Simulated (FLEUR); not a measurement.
# GdZn: one coupling from two orders, and a test

Aim: get Heisenberg couplings of GdZn from the energies of collinear orders, with pencil and paper, and test them on an order left out of the fit.

Main program and level: FLEUR MaX-R8.1; LDA (VWN) with U = 6 eV on Gd f; all-electron FLAPW, Dirac cores, scalar-relativistic bands.

The experiments to compare with:

For GdZn, CsCl-type cubic (polycrystalline), “The influence of Ga doping on magnetic properties, magnetocaloric effect, and electronic structure of pseudo-binary GdZn1-xGax (x = 0-0.1)” (2024, arxiv:2410.22504) gives, by SQUID magnetometry, modified Arrott plot: ordering temperature (Curie temperature, modified Arrott plot) 268.5 ± 0.1 K [from critical-behaviour analysis; dM/dT minimum gives 269 K].

The database entry behind the starting cell differs from later determinations by our own check (about 0.4 % long), so it need not match the best structure at ambient conditions.

### Step 1. The structure

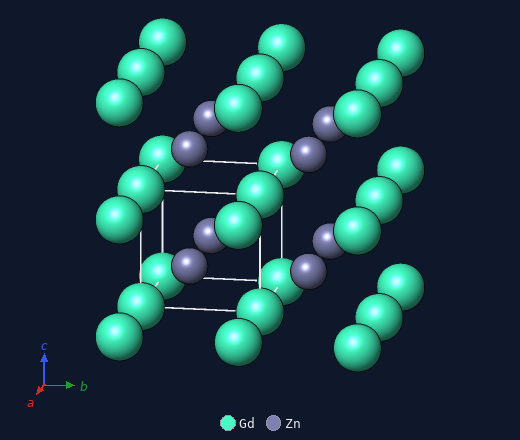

Start, viewed slightly off an axis; gadolinium teal, zinc blue. 2×2×2 cells are drawn. Some periodic images of atoms are drawn too.

Coordinates:

```cif
data_structure
_symmetry_space_group_name_H-M 'Pm-3m'
_symmetry_Int_Tables_number 221
_cell_length_a 3.6180
_cell_length_b 3.6180
_cell_length_c 3.6180
_cell_angle_alpha 90.000
_cell_angle_beta 90.000
_cell_angle_gamma 90.000
_cell_volume 47.36
loop_
_atom_site_label
_atom_site_type_symbol
_atom_site_symmetry_multiplicity
_atom_site_Wyckoff_symbol
_atom_site_fract_x
_atom_site_fract_y
_atom_site_fract_z
_atom_site_occupancy
Gd1 Gd 1 a 0.00000 0.00000 0.00000 1
Zn1 Zn 1 b 0.50000 0.50000 0.50000 1
```

### Step 2. The parallel order

All energies count from this run. The U counters the self-interaction that shrinks the moments of a localised shell.

The file n_mmp_mat seeds the f occupations with whole cubic orbitals by Hund's first rule, so that the U acts from the first pass. inpgen writes inp.xml from crystal.txt; cutoffs, mixing, functional, smearing and local orbitals are then set in the file. The k list default-1 (kpts.xml, not shown) is a Γ-centred 8×8×8 mesh; where the ranks do not divide the number of points, some are split in two of half the weight.

inp.xml reads:

```
<?xml version="1.0" encoding="UTF-8" standalone="no"?>
<fleurInput fleurInputVersion="0.39">
   <comment>
      GdZn
   </comment>
   <calculationSetup>
      <cutoffs Kmax="3.6" Gmax="10.8" GmaxXC="10.8" numbands="0"/>
      <scfLoop itmax="130" minDistance="0.0001" maxIterBroyd="15" imix="Anderson" alpha="0.05" precondParam="0.0" spinf="2.0" sdNocoIR="T"/>
      <coreElectrons ctail="T" frcor="F" kcrel="0" coretail_lmax="0"/>
      <xcFunctional name="vwn" relativisticCorrections="F"/>
      <magnetism jspins="2"/>
      <soc l_soc="F" theta="0.0" phi="0.0" spav="F"/>
      <expertModes spex="0" secvar="F"/>
      <geometryOptimization l_f="F" forcealpha="1.0" forcemix="BFGS" epsdisp="0.00001" epsforce="0.00001"/>
      <ldaU l_linMix="F" mixParam="0.05" spinf="1.0"/>
   </calculationSetup>
   <cell>
      <bzIntegration valenceElectrons="30.0" mode="hist" fermiSmearingEnergy="0.00183747">
         <kPointListSelection listName="default-1"/>
         <xi:include xmlns:xi="http://www.w3.org/2001/XInclude" href="kpts.xml"> </xi:include>
      </bzIntegration>
      <xi:include xmlns:xi="http://www.w3.org/2001/XInclude" href="sym.xml"> </xi:include>
      <bulkLattice scale="1.0">
         <bravaisMatrix>
            <row-1>    6.8370291188027990     0.0000000000000000     0.0000000000000000</row-1>
            <row-2>    0.0000000000000000     6.8370291188027990     0.0000000000000000</row-2>
            <row-3>    0.0000000000000000     0.0000000000000000     6.8370291188027990</row-3>
         </bravaisMatrix>
      </bulkLattice>
   </cell>
   <atomSpecies>
      <species name="Gadolinium7.000" element="Gd" atomicNumber="64">
         <mtSphere radius="2.8" gridPoints="925" logIncrement="0.014"/>
         <atomicCutoffs lmax="10" lnonsphr="8"/>
         <electronConfig flipSpins="F">
            <coreConfig>(1s1/2) (2s1/2) (2p1/2) (2p3/2) (3s1/2) (3p1/2) (3p3/2) (4s1/2) (3d3/2) (3d5/2) (4p1/2) (4p3/2) (4d3/2) (4d5/2)</coreConfig>
            <valenceConfig>(5s1/2) (5p1/2) (5p3/2) (6s1/2) (4f5/2) (4f7/2) (5d3/2) (5d5/2)</valenceConfig>
            <stateOccupation state="(4f5/2)" spinUp="2.5" spinDown="0.5"/>
            <stateOccupation state="(4f7/2)" spinUp="4.0" spinDown="0.0"/>
            <stateOccupation state="(5d3/2)" spinUp="0.4" spinDown="0.0"/>
            <stateOccupation state="(5d5/2)" spinUp="0.6" spinDown="0.0"/>
         </electronConfig>
         <energyParameters s="6" p="6" d="5" f="4"/>
         <ldaU l="3" U="6.0" J="0.0" l_amf="F"/>
         <lo type="SCLO" l="0" n="5" eDeriv="0"/>
         <lo type="SCLO" l="1" n="5" eDeriv="0"/>
      </species>
      <species name="Zinc (Zn)" element="Zn" atomicNumber="30">
         <mtSphere radius="2.8" gridPoints="925" logIncrement="0.014"/>
         <atomicCutoffs lmax="10" lnonsphr="8"/>
         <electronConfig flipSpins="F">
            <coreConfig>(1s1/2) (2s1/2) (2p1/2) (2p3/2) (3s1/2) (3p1/2) (3p3/2)</coreConfig>
            <valenceConfig>(4s1/2) (3d3/2) (3d5/2)</valenceConfig>
         </electronConfig>
         <energyParameters s="4" p="4" d="3" f="4"/>
      </species>
   </atomSpecies>
   <atomGroups>
      <atomGroup species="Gadolinium7.000">
         <relPos label="                   1">.0000000000 .0000000000 .0000000000</relPos>
         <force calculate="T" relaxXYZ="TTT"/>
      </atomGroup>
      <atomGroup species="Zinc (Zn)">
         <relPos label="                   2">1.000/2.000 1.000/2.000 1.000/2.000</relPos>
         <force calculate="T" relaxXYZ="TTT"/>
      </atomGroup>
   </atomGroups>
   <output dos="F" band="F" slice="F">
      <bandDOS minEnergy="-.5*Htr" maxEnergy="0.5*Htr" sigma="0.015" storeEVData="T"/>
      <plotting iplot="0" polar="F">
         <plot TwoD="T" vec1="  1.0  0.0  0.0" vec2="  0.0  1.0  0.0" vec3="  0.0  0.0  1.0" zero="  0.0  0.0  0.0" file="plot"/>
      </plotting>
      <moessbauerParams electricFieldGradient="F" isomerShift="F" coreHyperfine="F" valenceHyperfine="F"/>
   </output>
</fleurInput>
```

crystal.txt reads:

```
GdZn
&input film=F cartesian=F /
3.61800000000  0.00000000000  0.00000000000
0.00000000000  3.61800000000  0.00000000000
0.00000000000  0.00000000000  3.61800000000
1.8897261246
1.0 1.0 1.0

2
64 0.00000000000  0.00000000000  0.00000000000 : 7.000
30 0.50000000000  0.50000000000  0.50000000000

&kpt div1=8 div2=8 div3=8 gamma=T /
```

Launch:

```console
OMP_NUM_THREADS=1 inpgen -f crystal.txt > inpgen.log  # inp.xml is then edited as shown
OMP_NUM_THREADS=1 mpirun -n 4 fleur_MPI > fleur.log
```

What it wrote:

```text
Welcome to FLEUR        (www.flapw.de)
      MaX-Release 8.1          (www.max-centre.eu)

 ========== k-point set info ==========
 Selected k-point list: default-1
 k-point list type: mesh
 0 x 0 x 0
 Number of k points: 36

 [... set-up left out ...]
 Iteration:     1   Distance:      23.04863657 me/bohr^3
 Iteration:     2   Distance:      21.98280977 me/bohr^3
 Iteration:     3   Distance:      12.18175601 me/bohr^3
 Iteration:     4   Distance:       5.11958287 me/bohr^3
 Iteration:     5   Distance:       1.40500084 me/bohr^3
[...]
[... left out ...]
            <freeEnergy value="-13066.5063859024"/>
            <extrapolationTo0K value="-13066.5061597016"/>
         </totalEnergy>
         [... left out ...]
         <ldaUDensityMatrixConvergence>
            <distance spin="1" distance="0.000000"/>
            <distance spin="2" distance="0.000000"/>
         </ldaUDensityMatrixConvergence>
         <densityConvergence units="me/bohr^3">
            <chargeDensity spin="1" distance="0.0000223950"/>
            <chargeDensity spin="2" distance="0.0000152436"/>
            <overallChargeDensity distance="0.0000239711"/>
            <spinDensity distance="0.0000298863"/>
         </densityConvergence>
      </iteration>
```

It took 13 s on 4 MPI ranks of Intel Xeon Platinum 8375C at 2.90GHz (Ice Lake), shared host; peak memory 0.26 GiB; 51 s of CPU time.

Spin moment in the muffin-tin sphere by atom:

```csv
atom,spin moment in the muffin-tin sphere (μB)
Gd1,7.31
Zn2,0.07
```

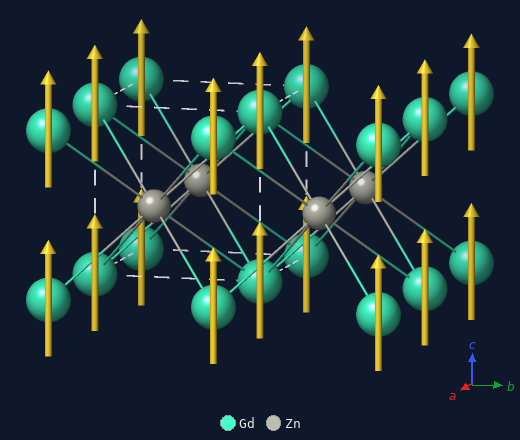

Spin moment in the muffin-tin sphere as arrows, the longest 7.31 μB. Up and down stand for the sign. Arrows give size and sign along the axis of quantisation, drawn up and down the page. 2×2×1 cells are drawn. Some periodic images of atoms are drawn too.

Read from the output:

```yaml
free_energy: -355557.7522 eV
program_s_band_gap_on_this_mesh_in_a_metal_only_a_level_spacing: 0.02917 eV
magnetization: 7.653 μB
final_state: ferromagnetic
```

After 18 cycles the largest moment stands at 7.31 μB.

### Step 3. The orders used for the fit

The other orders were run with the same settings, on meshes that hold the same points. Free energies are divided by the number of Gd atoms; q is in fractions of the reciprocal vectors of the first run's cell.

```csv
order,atoms,mesh,free energy (eV),eV per Gd,largest moment (μB)
F +,2,8×8×8,-355557.7522,-355557.7522,7.31
"AF q=(1/2,1/2,1/2) +-",4,4×8×8,-711115.3723,-355557.6861,7.17
```

### Step 4. Counting neighbours

With E = −Σ J e_i·e_j over ordered pairs of unit vectors, turning a neighbour from parallel to opposed costs 2J a Gd atom. So an order lies 2 Σ n J over the parallel one, n being the opposed neighbours in each shell.

```csv
shell,distance (Å),neighbours,"opposed in AF q=(1/2,1/2,1/2) +-","opposed in AF q=(0,1/2,1/2) +-"
J1,3.62,6,6,4
J2,5.12,12,0,8
```

Only J1 is kept.

### Step 5. Solving

```
2 × 6 × J1 = +66.0 meV    (AF q=(1/2,1/2,1/2) +-)
J1 = +5.50 meV
```

### Step 6. The test

The couplings now give the orders that were left out:

```
2 × 4 × (+5.50) = +44.0 meV    (AF q=(0,1/2,1/2) +-)
```

The runs themselves:

```csv
order,atoms,mesh,free energy (eV),eV per Gd,largest moment (μB),over the parallel order (meV),foretold (meV)
"AF q=(0,1/2,1/2) +-",4,8×4×8,-711115.4013,-355557.7007,7.22,+51.5,+44.0
```

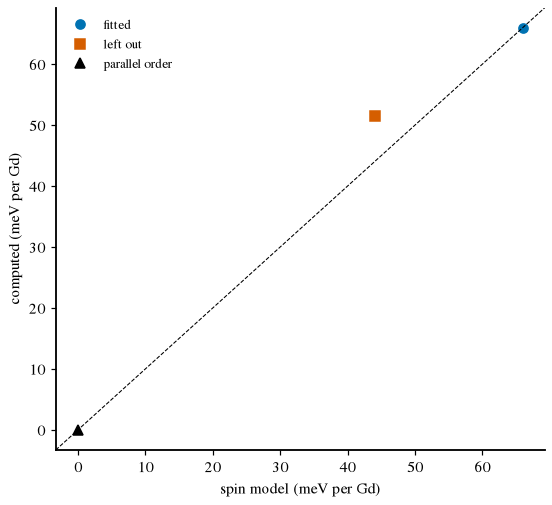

Computed energies of the orders against the model; the dashed line marks agreement.

### Step 7. One more shell

One try is to add the next shell, though changing moments can also cause the miss. Both differences then fix both couplings, and no order is left for a test.

```
2 × 6 × J1 = +66.0 meV    (AF q=(1/2,1/2,1/2) +-)
2 × 4 × J1 + 2 × 8 × J2 = +51.5 meV    (AF q=(0,1/2,1/2) +-)
J1 = +5.50 meV
J2 = +0.47 meV
```

### Step 8. Mean-field temperature

```
gain of F + over disorder = (6 − 2 × 0) × (+5.50) + (12 − 2 × 0) × (+0.47) = 38.6 meV
T = 2 × 38.6 / (3 × 0.08617) = 299 K
```

### Step 9. What came out

* effective coupling of the reversed pairs, counted on J1 (Gd–Gd at 3.62 Å): 5.5 meV
* largest miss on the orders left out: 7.5 meV
* J1 with two shells: 5.5 meV
* J2 with two shells: 0.47 meV
* mean-field ordering temperature: 299 K

What this shows: The model misses the order left out by 7.5 meV, 11 % of the largest distance from the parallel order, so it holds only roughly. With the next shell added the couplings are J1 = +5.50 and J2 = +0.47 meV, untested. The largest moments of the orders differ by 1.9 % of the greatest. One difference fixes one number: it sums all reversed shells and need not be the coupling of the nearest one, even in sign. Mean field overstates the temperature of the model, and classical spins understate it for small quantum spins, by up to the factor (S+1)/S. The f shell is half filled, so the spin-only picture is fair.

Calculation against experiment:

| quantity | measured | LDA (VWN) with U = 6 eV on Gd f |
| --- | --- | --- |
| ordering temperature (mean field) (K) | 268.5 | 299 (+11.3 %) |

Measured values from arxiv:2410.22504 (2024).

Verdict: The ordering temperature is off by +11.3 %: fair agreement. No cell relaxation is part of this session.

[Logs and program files are shortened in this print: banners, set-up blocks, solver, clock and traceback lines can be left out without a mark of their own.]

[Logs are printed without paths, hosts, clocks, repeated set-up lines and the standing remarks that a program may print on its own settings, such as how far it seeks lower states.]

[Hosts, paths, dates, database ids (printed as entryN), source tags and the programs' standing remarks are cut or masked in the printed files.]

[Where a cell is said to come from a database of computed structures, the database is the Materials Project.]
